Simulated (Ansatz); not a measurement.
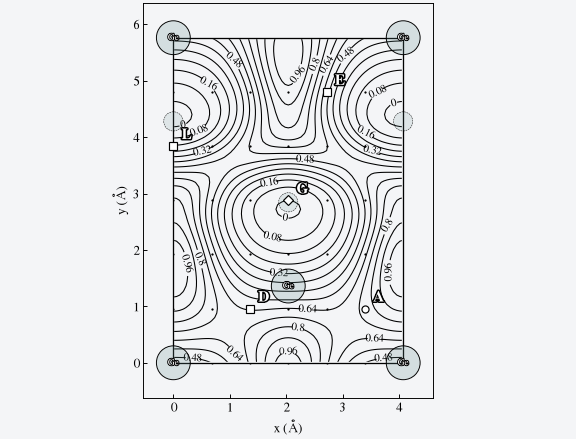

Cl on a Ge(110) slab cut from the Fd-3m phase, its upper half relaxed before the scan (6 atoms of substrate and one adsorbate in a 1 × 1 cell). 
- Cl is moved over the surface cell; relaxed at each place: the height of the adsorbate's atoms; substrate rigid; the origin of the map has the adsorbate above Ge5.
- Places are given modulo a cell vector. The map is drawn in real space over the plane of the surface.
- The scan uses a 6 × 6 grid; 24 points were computed and 12 follow by symmetry.
- Energies are in eV, from the lowest grid point.
- With one adsorbate in each 1 × 1 cell, its nearest image is 4.1 Å away, so neighbouring adsorbates interact.
- The calculation used DFT PBE, scalar-relativistic, plane waves, PAW (Ansatz). Settings: cutoff 420 eV, k-mesh 7×5×1, gaussian smearing 0.1 eV, no spin polarisation.

The picture shows contour lines labelled in eV, dots at the grid points, labelled circles for the atoms of the top layer and small ones for the second layer, the outline of one cell of the plane, lettered points. Between grid points the surface is interpolated.

> Is E the lowest point of the computed grid?

No. E lies 0.52 eV above the lowest grid point, which is at (3/6, 3/6) of the cell vectors [nearest 1 Ge at 2.24 Å].

> Rank the lettered points by energy, lowest first.

G (0.00 eV), L (0.17 eV), E (0.52 eV), D (0.63 eV), A (0.75 eV).

PAW datasets: the set soft_1.
